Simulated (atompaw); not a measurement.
# Pseudopotential generation for Si: PAW (atompaw), LDA (PW92)

Task: generate the file, and judge it by its logarithmic derivatives, its ghosts and its cutoff.

Method: atompaw 4.2.0.5, LDA (PW92), scalar-relativistic.

**1. The atom and the settings**

The settings as typed:

```json
{
 "element": "silicon (Si, Z = 14)",
 "type": "PAW",
 "frozen core": "[Ne]",
 "valence charge": "4",
 "reference configuration": "3s2 3p2",
 "partial waves": "3s (bound): rc 2.30 bohr; 3s channel at 1 Ry: rc 2.30 bohr; 3p (bound): rc 2.30 bohr; 3p channel at 0.05 Ry: rc 2.30 bohr; 3d channel at 0.4 Ry: rc 2.30 bohr; 3d channel at 2.65 Ry: rc 1.75 bohr",
 "local potential": "troulliermartins scheme with l = 3 at -0.5 Ry, radius 1.55 bohr",
 "core correction": "smooth core density matched at 2.30 bohr",
 "augmentation charge": "besselshape compensation charge, radius 2.10 bohr; PAW radius 2.30 bohr; waves and projectors: custom rrkj vanderbiltortho"
}
```

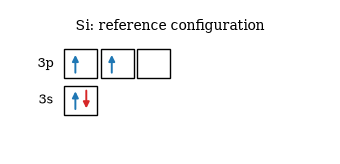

The outer shells as boxes. The arrows follow Hund's rule for the drawing; the calculation itself is spin-unpolarised.

**2. The generation run**

Si.input

```
Si 14
LDA-PW scalarrelativistic loggrid 1500 logderivrange -3 5 201
3 3 0 0 0 0
3 1 2
0 0 0
c
c
v
c
v
2
2.30 2.10 1.55 2.30
y
1
n
y
0.05
n
y
0.4
y
2.65
n
custom rrkj vanderbiltortho besselshape
3 -0.5 troulliermartins
2.30
2.30
2.30
2.30
2.30
1.75
PWSCFOUT
UPFDX 0.0125d0 UPFXMIN -7.d0 UPFZMESH 14.d0
END
```

Started as:

```console
$ atompaw < Si.input > Si.log
```

Before running it: what results should come out? Wanted: cutoffs for 10 and 1 mRy, occupied levels; bound ghosts; largest phase difference near zero energy, channels read; lowest eigenvalue of the overlap; share of valence orbitals outside the PAW sphere; UPF file.

As calculated:

| quantity | value |
| --- | --- |
| cutoffs for 10 and 1 mRy, occupied levels | 8 Ry and 12 Ry |
| bound ghosts | none found |
| largest phase difference near zero energy, channels read | 0.000 rad |
| lowest eigenvalue of the overlap (Bessel basis) | 0.361 (s) |
| share of valence orbitals outside the PAW sphere | 3s 37 %, 3p 60 % |
| UPF file | not written |

In words: By its cutoff, 8 Ry for the looser tolerance, it is soft on the atom at that tolerance. The slowest occupied level is 3p: taken alone it needs 12 Ry to come within 1 mRy, against 6 Ry or less for 3s. It is free of bound ghosts as far as tested. Near zero energy the phases of the channels with partial waves agree within 0.001 rad. The pseudo core plus compensation charge is negative at some radii, so no UPF file was written.
